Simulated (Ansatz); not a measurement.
## Electronic structure of BClH3NSi in real space

```yaml
atoms:
  - { symbol: B, position_ang: [-0.7564, 1.3583, 0.2607] }
  - { symbol: N, position_ang: [-0.0954, 0.1547, 0.1194] }
  - { symbol: Si, position_ang: [0.6612, -1.2131, -0.0935] }
  - { symbol: Cl, position_ang: [1.2433, -1.9337, -1.9182] }
  - { symbol: H, position_ang: [-1.9685, 1.4000, 0.2090] }
  - { symbol: H, position_ang: [-0.1303, 2.3814, 0.4474] }
  - { symbol: H, position_ang: [1.0462, -2.1475, 0.9751] }
```

Method: RKS B3LYP-D4/def2-SVP in Ansatz.

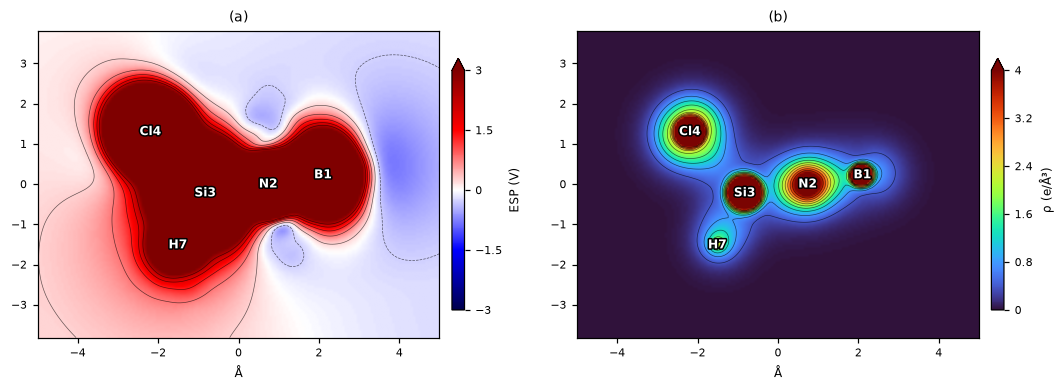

Figure 1. (a) molecular electrostatic potential; (b) total electron density on the plane of atoms Cl4, Si3 and H7.

> What do the fields say about this system?

The plane passes through B, N, Si, Cl and H nuclei.
B–N (1.38 Å): the density is about 2 e/Å³ at the midpoint.
Si–N (1.58 Å): ρ at the midpoint is about 1.3 e/Å³.
Si–Cl (2.05 Å): ρ is about 0.87 e/Å³ halfway.
Si–H (1.47 Å): ρ is about 0.81 e/Å³ halfway.
Outside the dense part of the molecule the potential is most negative (−0.8 V) near H5 and H6, which lies off the plane.

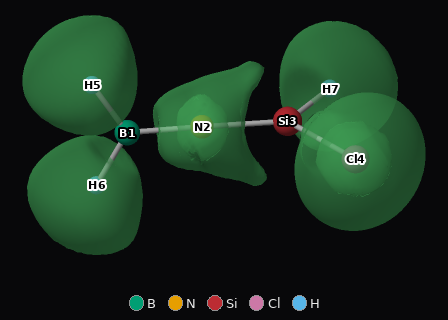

Figure 2. Isosurface of the electron localisation function at 0.75 (green), seen at an oblique angle. Only the valence region is drawn (cores and ρ < 0.01 e/Å³ removed).

> Describe the localisation domains.

The surface consists of three regions around hydrogen nuclei, one region on Cl in which the atom's valence shell and bonds are merged and one region on N in which the atom's valence shell and bonds are merged. Along the contacts the grid gives the following. B–N (1.38 Å): the ELF peaks at about 0.95 between the atoms: a polar covalent bond. Si–N (1.58 Å): the ELF peaks at about 0.90 between the atoms, as expected for a polar covalent bond.

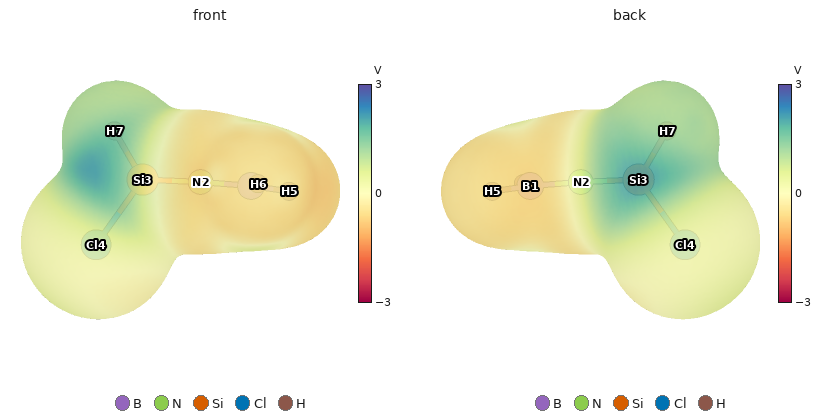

Figure 3. The molecular electrostatic potential painted on the density surface at 0.002 e/bohr³, seen from the front and from behind; red is negative and blue positive.

> Which sites attract a positive test charge, and which a negative one?

A positive charge is drawn to the negative regions and a negative charge to the positive ones. The most negative region (about −0.8 V) lies over H5, the most positive (about +2.1 V) over Si3.
